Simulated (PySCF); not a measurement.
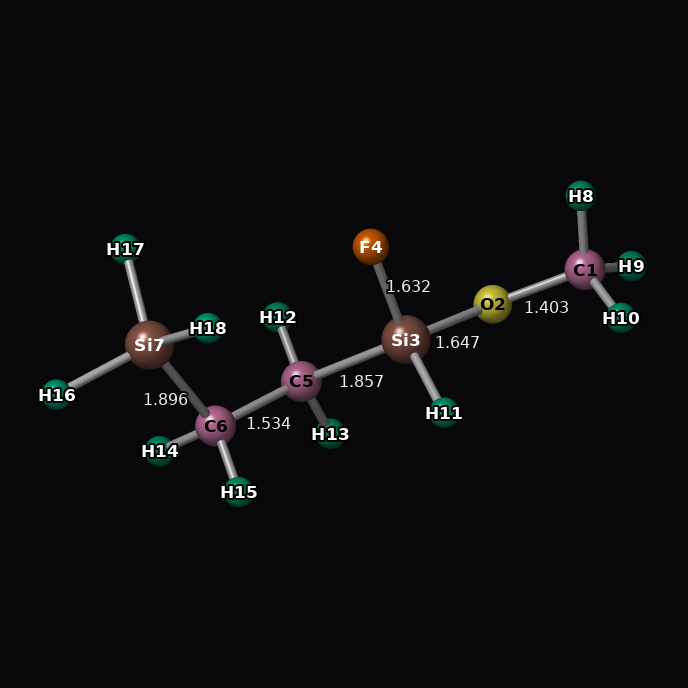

The numbers beside the sticks are distances in Å. Sticks don't show bond order. Computed geometry: PBE0-D3(BJ)/def2-SVP optimisation. No frequency run is at hand to confirm it as a minimum.

Assign a bond order to each marked bond.

Answer. C1–O2 single; O2–Si3 single; Si3–F4 single; Si3–C5 single; C5–C6 single; C6–Si7 single.

Give the structure as SMILES.

Answer. CO[Si@@H](F)CC[SiH3]
